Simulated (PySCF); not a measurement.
## Run report: C4H6NSi, EPR calculation

- system: C4H6NSi, multiplicity 2, SMILES C#C[SiH2]CC=[N]
- method: UKS B3LYP, pcH-1 on C H N Si, non-relativistic, mean-field spin-orbit, GIAO (PySCF 2.14.0)

It belongs to a series of runs on one base structure; here: H added to sp C.

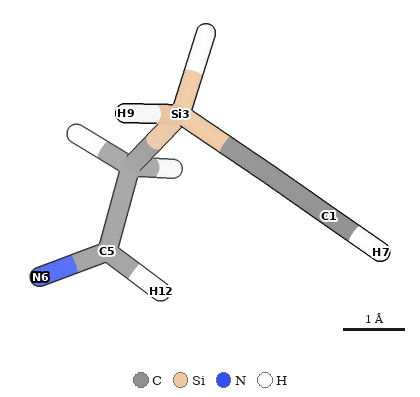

Fig. 1: The structure as given in the input (stick view, seen at a tilt; atoms are numbered from 1 in the order of the input).

### Input
```
{"job": {"kind": "epr", "basis": "pcH-1"}, "charge": 0, "multiplicity": 2}
C      2.660522    -0.384001     0.622228
C      1.737909     0.036811    -0.024792
Si     0.298291     0.674665    -0.996766
C     -1.218710    -0.345530    -0.418971
C     -1.429556    -0.143095     1.054917
N     -2.284837     0.540711     1.593052
H      3.471493    -0.750043     1.184709
H      0.511512     0.397948    -2.421397
H      0.096932     2.094205    -0.709268
H     -2.115654    -0.034117    -0.952912
H     -1.049338    -1.405475    -0.608761
H     -0.677366    -0.682764     1.651933
```

The first line tells a small driver script what to run in PySCF; the rest is the geometry in Å.

Command:
```bash
OMP_NUM_THREADS=1 python <driver script> task.json out
```

### The program's output
```
UKS, coarse grid
  cycle   1  E = -500.12099475  |g| = 3.49e-01
  cycle   2  E = -500.09367640  |g| = 4.31e-01
  cycle   3  E = -500.17930613  |g| = 1.12e-01
  cycle   4  E = -500.18390253  |g| = 4.62e-02
  cycle   5  E = -500.18497662  |g| = 7.91e-03
  cycle   6  E = -500.18501617  |g| = 6.39e-03
  cycle   7  E = -500.18503776  |g| = 3.16e-03
  cycle   8  E = -500.18504633  |g| = 1.52e-03
  cycle   9  E = -500.18504994  |g| = 5.31e-04
UKS, final grid
  cycle   1  E = -500.18506362  |g| = 5.96e-04
  cycle   2  E = -500.18506326  |g| = 1.15e-03
  cycle   3  E = -500.18506393  |g| = 2.30e-04
  cycle   4  E = -500.18506397  |g| = 1.08e-04
  cycle   5  E = -500.18506401  |g| = 6.55e-05
  cycle   6  E = -500.18506401  |g| = 2.68e-05
E = -500.18506401 Eh   <S^2> = 0.7583 (exact 0.7500)
g shifts (ppm)      1          2          3
  rmc          -209       -209       -209
  gc             53         -4          0
  oz_so        -718        195       2687
  total        -875        -18       2478
hyperfine (MHz)  atom isotope    a_iso     a_fc   dipolar eigenvalues
    0   13C       0.38       0.38     -0.52     -0.37      0.89
    1   13C       0.02       0.02     -0.30     -0.19      0.49
    2  29Si      10.90      10.91     -0.18     -0.01      0.19
    3   13C     104.34     104.37    -10.28     -9.51     19.78
    4   13C     -66.66     -66.67    -16.91     -0.31     17.22
    5   14N      21.94      21.98    -46.03    -36.10     82.13
    6    1H      -0.32      -0.32     -0.59     -0.41      1.00
    7    1H       3.12       3.12     -0.87     -0.62      1.49
    8    1H      -0.17      -0.17     -1.51     -1.32      2.83
    9    1H      -9.39      -9.38     -7.76     -1.97      9.73
   10    1H      -6.74      -6.74     -5.29     -2.38      7.66
   11    1H     253.52     253.52     -5.99     -2.90      8.89
```

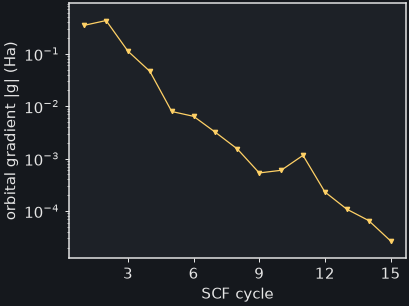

Fig. 2: Convergence of the self-consistent field: orbital gradient |g| against the SCF cycle. All cycles printed in the log are drawn one after another.

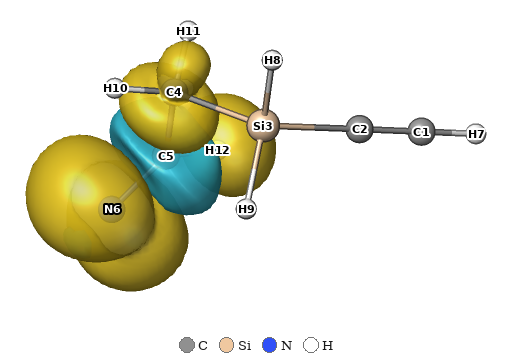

Fig. 3: Isosurfaces of the spin density (α minus β) at +0.01 (yellow) and −0.01 e/Å³ (cyan), seen from the side. The unpaired spin (1 electron) lies mostly on N6 (about 0.8) and H12 (about 0.1), in electrons by Hirshfeld's partition.

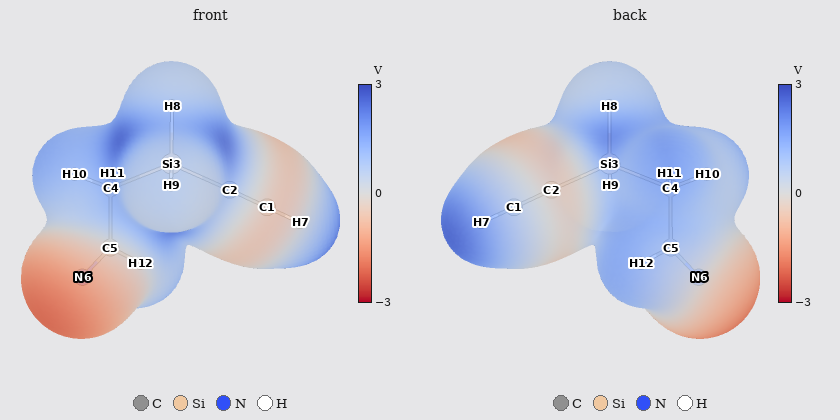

Fig. 4: The electrostatic potential painted on the density surface at 0.004 e/bohr³, seen at a tilt and from behind; the colour scale runs from red (negative) to blue (positive).

### Results in brief

```json
{"quantity": "outcome", "value": "converged"}
{"quantity": "total energy", "value": "−500.185064 hartree"}
{"quantity": "⟨S²⟩", "value": "0.758"}
{"quantity": "isotropic g", "value": "2.0028"}
{"quantity": "hardware", "value": "1 CPU thread, shared host"}
{"quantity": "wall time", "value": "35 s"}
{"quantity": "peak memory", "value": "0.77 GiB"}
```
